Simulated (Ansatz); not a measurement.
A series of calculations on SiH4O and related structures

### Relaxation

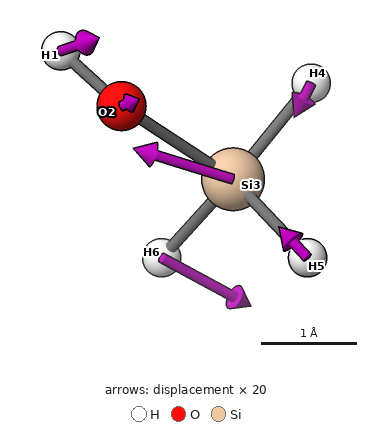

A relaxation of SiH4O. The starting structure is drawn; purple arrows show the displacements, 20 times their true length. The two geometries are superimposed by the best rigid fit.

Style: ball-and-stick. Shown from a free direction.

It is one of the separated reactants of a reaction.

Theory: RKS PBE0-D4/def2-TZVP in Ansatz.

Input
```yaml
crystal:
  periodic: [false, false, false]
  atoms:
    - {symbol: H, position_ang: [0.802212, -0.883963, 0.666058]}
    - {symbol: O, position_ang: [0.627776, 0.019459, 0.357483]}
    - {symbol: Si, position_ang: [1.186518, 0.456755, -1.189080]}
    - {symbol: H, position_ang: [0.576291, -0.419419, -2.211322]}
    - {symbol: H, position_ang: [0.807972, 1.871292, -1.352090]}
    - {symbol: H, position_ang: [2.657031, 0.276566, -1.154685]}
basis:
  gaussian: {orbitals: def2-TZVP}
hamiltonian: {xc: pbe0, dispersion: d4}
relax: {f_tol: 0.005, max_steps: 200}
```

Command:
```bash
ansatz run in.yaml --threads 3 --pin off --events-out ev --progress --plain --max-ram 6092MiB
```

Describe the change and its energy.

Answer. The largest move after the best rigid fit is that of H6, 0.062 Å. Largest moves by element: H 0.062 Å, Si 0.058 Å, O 0.012 Å. Among the contacts that change: O2–Si3 1.702 → 1.648 Å, H1–O2 0.970 → 0.958 Å, Si3–H4 1.478 → 1.489 Å, Si3–H5 1.473 → 1.480 Å. Bond angles that change, for instance: O2–Si3–H6 105.9° → 111.7°, H4–Si3–H5 112.7° → 109.9°, H4–Si3–H6 110.7° → 107.9°. After 5 geometry steps the energy has fallen by 7.12 kJ/mol. Largest force component: 1.9 eV/Å at the start, 0.0018 eV/Å at the end.

### Relaxation

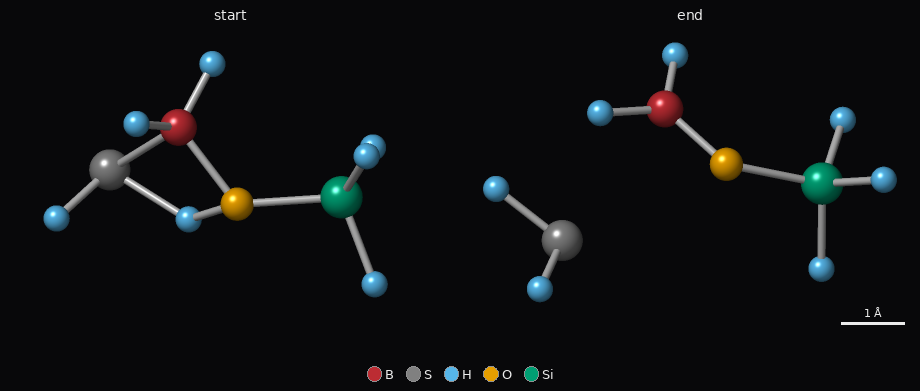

The structure of BSiH7SO before (left) and after (right) a relaxation, at one scale.

Style: ball-and-stick. Shown at a tilt.

Method: Ansatz, RHF/cc-pVDZ.

Input file:
```yaml
crystal:
  periodic: [false, false, false]
  atoms:
    - {symbol: B, position_ang: [-1.058429, 0.258484, 0.456034]}
    - {symbol: S, position_ang: [-1.256603, -1.602125, 1.212953]}
    - {symbol: H, position_ang: [-1.335856, 1.081630, 1.279761]}
    - {symbol: H, position_ang: [-1.665770, 0.267887, -0.583281]}
    - {symbol: H, position_ang: [0.127998, -1.093798, 0.699685]}
    - {symbol: O, position_ang: [0.457219, 0.090215, 0.254187]}
    - {symbol: Si, position_ang: [1.247877, 0.490153, -1.154189]}
    - {symbol: H, position_ang: [-0.968774, -1.303794, 2.491187]}
    - {symbol: H, position_ang: [0.706800, -0.298070, -2.290925]}
    - {symbol: H, position_ang: [1.064384, 1.938255, -1.414903]}
    - {symbol: H, position_ang: [2.681056, 0.171164, -0.950509]}
basis:
  gaussian: {orbitals: cc-pVDZ}
hamiltonian: {xc: hf}
relax: {f_tol: 0.01, max_steps: 60, escape_saddle: false}
```

Launched with:
```bash
ansatz run in.yaml --threads 3 --pin off --events-out ev --progress --plain --max-ram 6092MiB
```

> Describe what moved and what it gained.

The largest move after the best rigid fit is that of H5, 2.05 Å. By element the largest moves are H 2.05 Å, S 1.24 Å, O 1.15 Å, B 0.73 Å, Si 0.42 Å. Among the contacts that change: H5–O6 1.307 → 4.016 Å, B1–S2 2.018 → 3.705 Å, S2–O6 2.592 → 4.068 Å, S2–H5 1.562 → 1.339 Å. Bonds break: B1–S2 (2.02 → 3.70 Å). Among the angles between lasting bonds that change: B1–O6–Si7 123.6° → 134.0°, H4–B1–O6 112.6° → 120.7°, H3–B1–O6 113.2° → 118.3°. Groups turn about O6–Si7 by about 65°. After 43 accepted moves (51 points after the start) the energy has fallen by 40.3 kcal/mol. The largest force component goes from 0.76 to 0.0038 eV/Å. The line search rejected the trial steps at points 13, 16, 30, 32, 33, 41, 42, 50 of the run. The forces were under the threshold at step 43, but the run went on from there. The run took roughly 2.9 core-minutes on a shared host.

### Reaction

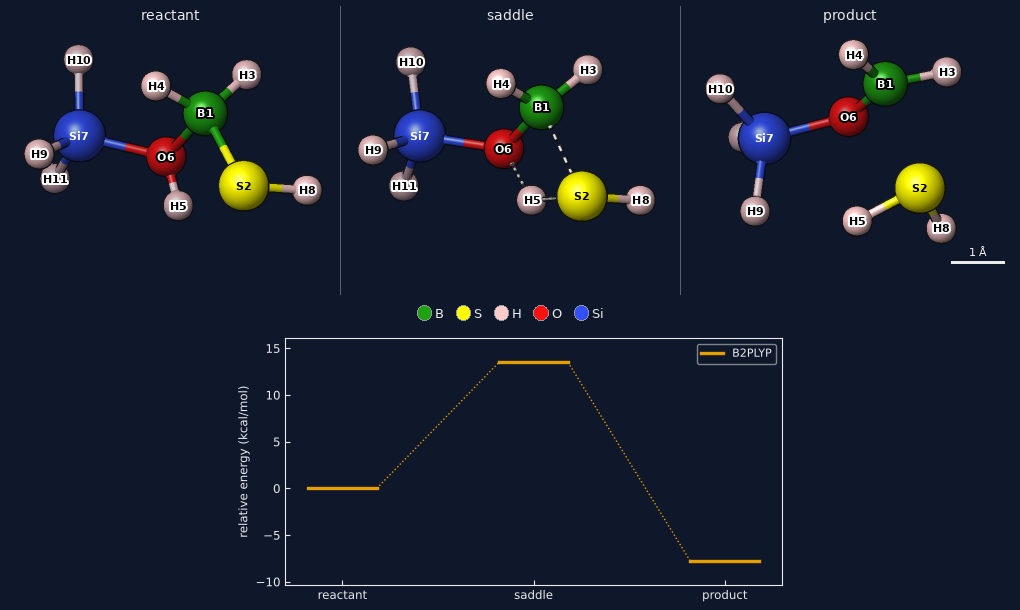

A reaction step of BSiH$_{7}$SO, with its energy diagram. The picture is a ball-and-stick view, seen from a free direction. Dashed sticks mark bonds that form or break.

Stationary points at PBE0-D4/def2-TZVP, single-point energies with B2PLYP (def2-TZVPP where no basis is named; Ansatz 0.2.0). The energies are electronic, without zero-point or thermal terms, and both ends are the minima reached downhill from the saddle, with any fragments still in contact.

Describe the step and its energetics.

Answer. Counted by bonded pieces, the reactant holds SiBH₇SO and the product holds H₂S + SiBH₅O. From the reactant over the saddle to the product, a bond forms: S2–H5 (2.50 → 1.56 → 1.34 Å). Bonds break: B1–S2 (1.87 → 2.02 → 2.60 Å), H5–O6 (0.97 → 1.31 → 3.30 Å). Bonds that stay but change much: B1–O6 (1.69 → 1.54 → 1.37 Å). The saddle has one imaginary mode, 1169i cm⁻¹. With B2PLYP the barrier is 13.5 kcal/mol from the reactant and 21.3 kcal/mol from the product, and the product lies 7.8 kcal/mol below the reactant.

### Reaction

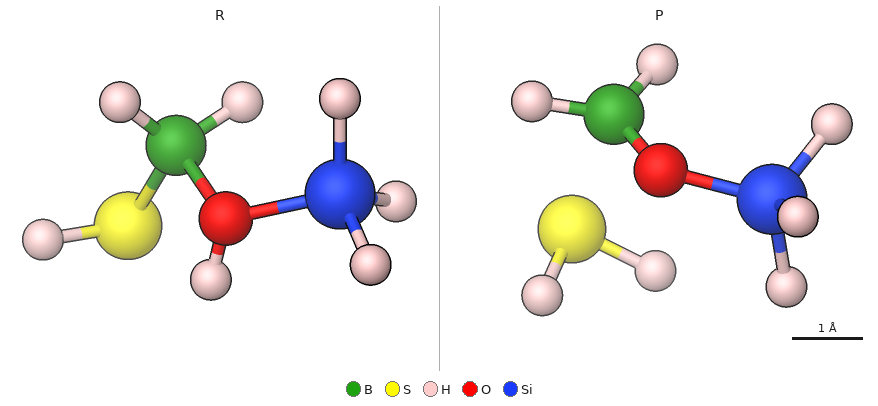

Reactant (R) and product (P) of one elementary step of BSiH7SO. Style: ball-and-stick. Shown at a tilt.

Stationary points at PBE0-D4/def2-TZVP, single-point energies with CCSD(T)/CBS, B2PLYP, r2SCAN-D4 (def2-TZVPP where no basis is named; Ansatz 0.2.0). The energies are electronic, without zero-point or thermal terms, and both ends are the minima reached downhill from the saddle, with any fragments still in contact. CCSD(T)/CBS stands for a frozen-core estimate: MP2 correlation extrapolated from def2-TZVPP and def2-QZVPP, CCSD(T) minus MP2 from the smaller set.

Q: Predict the saddle point between them and the barrier.

A: Counted by bonded pieces, R holds SiBH₇SO and P holds H₂S + SiBH₅O. From R over the saddle to P, a bond forms: H–S (2.50 → 1.56 → 1.34 Å). Bonds break: B–S (1.87 → 2.02 → 2.60 Å), H–O (0.97 → 1.31 → 3.30 Å). Bonds that stay but change much: B–O (1.69 → 1.54 → 1.37 Å). The saddle has one imaginary mode, 1169i cm⁻¹. With CCSD(T)/CBS the barrier is 0.64 eV from R and 0.90 eV from P, and P lies 0.26 eV below R.

| level | barrier from R (eV) | barrier from P (eV) | P less R (eV) |
| --- | --- | --- | --- |
| CCSD(T)/CBS | 0.64 | 0.90 | −0.26 |
| B2PLYP | 0.59 | 0.92 | −0.34 |
| r2SCAN-D4 | 0.48 | 0.73 | −0.25 |

Against CCSD(T)/CBS, B2PLYP comes closest on the barrier from R (−0.05 eV) and r2SCAN-D4 misses most (−0.16 eV).

The saddle point in the same view, with dashed sticks for the bonds that form or break:

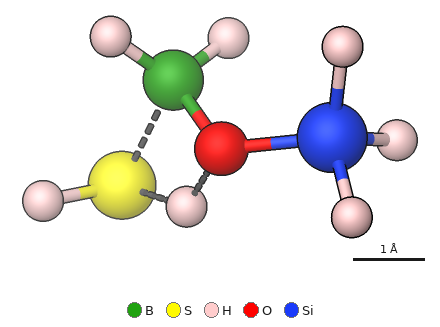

### Path

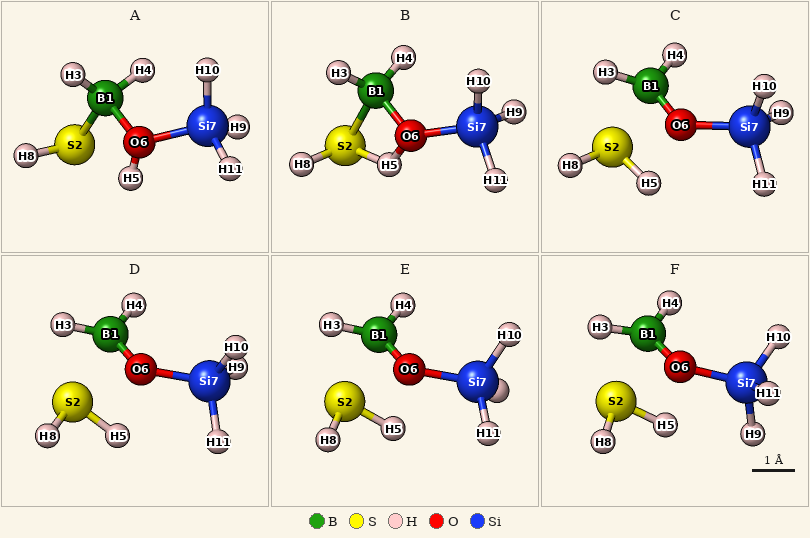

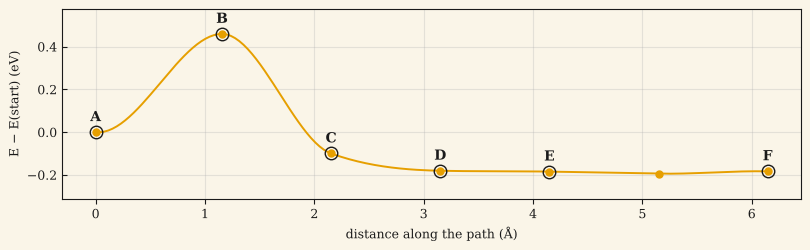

A nudged-elastic-band calculation for BSiH7SO. Images are numbered from 0 (start) to 6 (end). Frames A to F are images 0, 1, 2, 3, 4, 6. A ball-and-stick model, seen at a tilt.

Computed with Ansatz 0.2.0, RKS PBE0-D4/def2-SVP. Settings: 5 movable images; climbing image.

**Read off the barrier and say what moves.**

Breaking: B1–S2 (1.87 → 2.03 at the top → 2.60 Å), H5–O6 (0.97 → 1.31 at the top → 3.30 Å). Forming: S2–H5 (2.50 → 1.56 at the top → 1.34 Å). Forward barrier 0.46 eV, backward barrier 0.64 eV, with image 1 at the top; the reaction energy is −0.18 eV. Image 5 lies below both ends, at −0.19 eV, so an end isn't at the bottom of its valley. The band converged in 23 iterations. The largest component of the band force went from 3.9 to 0.029 eV/Å. The climbing image converged on the top of the path. Its curvatures weren't checked. The largest force component is 0.47 eV/Å at the start and 0.58 eV/Å at the end; an end with forces this large is no minimum, and the barrier measured from it can be far off.

The run took of the order of 11 core-minutes on a shared host.
